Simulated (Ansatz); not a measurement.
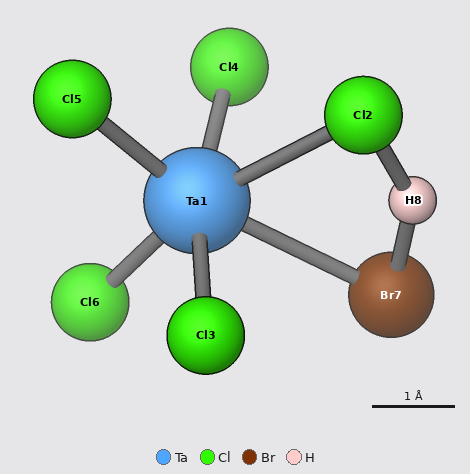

Figure 1. The input geometry (ball-and-stick view, seen at a tilt; atoms are numbered from 1 in the order of the input). Sticks mark near contacts. Bond lengths as drawn: Br–H 1.69 Å, Br–Ta 2.83 Å, Cl–H 1.58 Å and Cl–Ta 2.28 to 2.62 Å.

# TaHBrCl$_{5}$: frequency calculation

- system: TaHBrCl$_{5}$
- method: RHF/def2-SVP (Ansatz 0.2.0)

It belongs to a series of runs on one base structure; here: vibrations at the highest image of the band. Figures and captions count atoms from 1; the log counts them from 0 in places.

## Input file
```yaml
crystal:
  periodic: [false, false, false]
  atoms:
    - { symbol: Ta, position_ang: [-0.095888, -0.249791, 0.176979] }
    - { symbol: Cl, position_ang: [2.419935, 0.447566, 0.386792] }
    - { symbol: Cl, position_ang: [-0.172996, 0.087113, 2.484134] }
    - { symbol: Cl, position_ang: [0.444308, -0.769565, -2.031678] }
    - { symbol: Cl, position_ang: [-0.801435, 1.85989, -0.32074] }
    - { symbol: Cl, position_ang: [-2.043644, -1.441081, 0.138801] }
    - { symbol: Br, position_ang: [1.459812, -2.521766, 0.818519] }
    - { symbol: H, position_ang: [2.375709, -1.107567, 0.672293] }
basis:
  gaussian: { orbitals: def2-SVP }
hamiltonian:
  xc: hf
phonons: {}
```

Launch command:
```bash
ansatz run input.yaml --threads 4 --pin off --max-ram 5120MiB --backend cpu --events-out ev --progress --plain --runs-dir out
```

## Log
```
Engine: ansatz 0.2.0, aarch64-unknown-linux-gnu
Functional definition: HF
  exchange = exact_x
  correlation = 0
1596 factors; integrals over basis functions are off by at most 3.6e-4 eV
mean field evaluation 1: about -134039.0166 eV, gradient 4.8e1 eV
mean field evaluation 2: about -134039.2386 eV, gradient 4.8e1 eV
mean field evaluation 4: about -134045.7410 eV, gradient 2.7e0 eV
mean field evaluation 8: about -134045.7953 eV, gradient 3.6e-1 eV
mean field -134045.79654141 eV, -4926.0921633926 hartree, gradient 1.9e-5 eV, S^2 0.000000; 0 other end points of the search recorded, 0 dependent functions left out
the calculation of the forces begins
reference -134045.79654141 eV, -4926.0921633926 hartree; 67, 67 occupied and 92, 92 virtual orbitals, 1596 factors
these checks for a lower state are left out or cut short: stability, starts, cluster_reference, orbital_swaps, neighbouring_geometries, increment
1596 factors; integrals over basis functions are off by at most 3.6e-4 eV
mean field evaluation 16: about -134045.4627 eV, gradient 7.7e-3 eV
mean field -134045.79643813 eV, -4926.0921595971 hartree, gradient 2.3e-6 eV, S^2 0.000000; 0 other end points of the search recorded, 0 dependent functions left out
[... from here on the field's lines of each further geometry are left out, up to the last ...]
the calculation of the forces begins
reference -134045.79654304 eV, -4926.0921634525 hartree; 67, 67 occupied and 92, 92 virtual orbitals, 1596 factors
these checks for a lower state are left out or cut short: stability, starts, cluster_reference, orbital_swaps, neighbouring_geometries, increment
1596 factors; integrals over basis functions are off by at most 3.6e-4 eV
mean field -134045.79652882 eV, -4926.0921629297 hartree, gradient 2.2e-6 eV, S^2 0.000000; 0 other end points of the search recorded, 0 dependent functions left out
the calculation of the forces begins
reference -134045.79652882 eV, -4926.0921629297 hartree; 67, 67 occupied and 92, 92 virtual orbitals, 1596 factors
WARN: phonons: modes at or below zero, which the zero-point energy, F, S and C_V leave out: 1, the lowest at -1240.84 cm⁻¹. A minimum has none, and a first-order saddle one
Total energy: -134045.79654141 eV, -4926.0921633926 hartree
Atom 0 at    -0.095888    -0.249791     0.176979 Å, force    -0.011341    -0.021858     0.009783 eV/Å
Atom 1 at     2.419935     0.447566     0.386792 Å, force     0.005310    -0.007174     0.002332 eV/Å
Atom 2 at    -0.172996     0.087113     2.484134 Å, force     0.004583    -0.000050    -0.002961 eV/Å
Atom 3 at     0.444308    -0.769565    -2.031678 Å, force    -0.002150    -0.003315    -0.006567 eV/Å
Atom 4 at    -0.801435     1.859890    -0.320740 Å, force    -0.004877     0.014900    -0.001374 eV/Å
Atom 5 at    -2.043644    -1.441081     0.138801 Å, force     0.010779     0.006513    -0.003823 eV/Å
Atom 6 at     1.459812    -2.521766     0.818519 Å, force     0.002178     0.002167    -0.000235 eV/Å
Atom 7 at     2.375709    -1.107567     0.672293 Å, force    -0.004482     0.008817     0.002846 eV/Å
Dipole moment:    -0.025517     0.016877    -0.007751 e Å
Vibrations: -1240.84 56.33 95.32 105.32 135.92 143.86 151.43 161.85 172.48 180.75 230.92 310.87 368.25 381.26 412.70 421.56 710.22 1126.94 cm⁻¹, zero-point energy 0.320249 eV
```

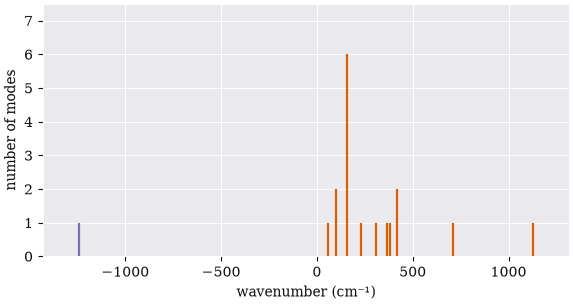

Figure 2. Harmonic vibrational wavenumbers from the force constants; neighbouring modes closer than 11 cm⁻¹ are counted in one stick, and imaginary ones are drawn at negative wavenumbers. 18 modes from 1241i to 1127 cm⁻¹, 1 imaginary beyond 8i (1241i cm⁻¹): a first-order saddle point, if the geometry is stationary.

## Summary

```csv
quantity,value
outcome,converged
total energy,−134045.7965 eV
mean-field energy,−134045.7965 eV
largest force (length of the vector),0.026 eV/Å
hardware,"4 threads of Arm Neoverse V2, 24 GiB of memory available, shared host"
wall time,96 s (CPU time 6 min)
peak memory,0.62 GiB
```
